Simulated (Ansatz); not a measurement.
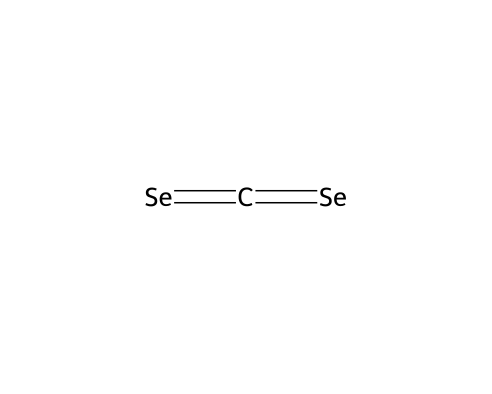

Skeletal drawing of a molecule.

> Give its SMILES.

[Se]=C=[Se]

> Give the formula, hydrogens included.

CSe2.

> An optimisation with PBE0-D4/def2-TZVP gave a structure of which point group?

D∞h.

More results for the same structure follow; atom numbers are the same in all pictures, views and colours differ. Computed geometry: PBE0-D4/def2-TZVP optimisation.

**Shape**

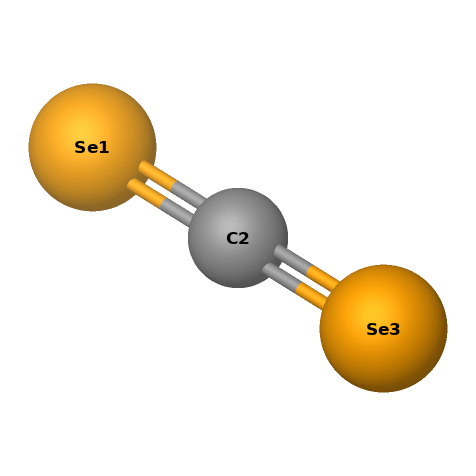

The atoms are numbered.

List the bonds and their lengths.

```json
{"bond": "Se1–C2", "length (Å)": "1.688", "order": "double"}
{"bond": "C2–Se3", "length (Å)": "1.688", "order": "double"}
```

**Electronic properties**

Method: RKS PBE0-D4/def2-SVP (Ansatz 0.2.0).

> What is the LUMO energy (Kohn–Sham orbital)?

−2.14 eV.

> Estimate the HOMO energy (Kohn–Sham orbital).

−7.21 eV.

**Charges**

The questions are on Mulliken charges. Properties computed with RKS PBE0-D4/def2-TZVP (Ansatz 0.2.0).

Give the Mulliken charges atom by atom.

```csv
atom,value (e)
Se1,0.05
C2,−0.10
Se3,0.05
```

**Vibrations**

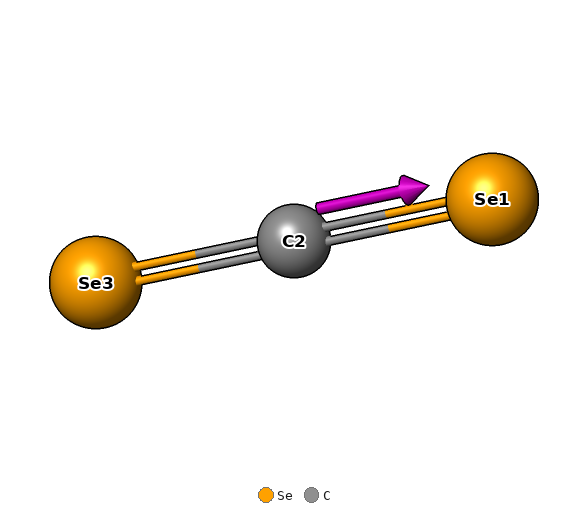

The arrows show one normal mode. Harmonic vibrations computed with RKS PBE0-D4/def2-TZVP (Ansatz 0.2.0) at a stationary point of the same level.

> What kind of motion is it?

Mostly out-of-phase stretching of 2 C–Se bonds.

> Estimate its harmonic wavenumber.

1362 cm⁻¹; it is mode 4 of 4 counted from the lowest.

Mulliken values depend strongly on the basis set and can even reverse the polarity of a bond.
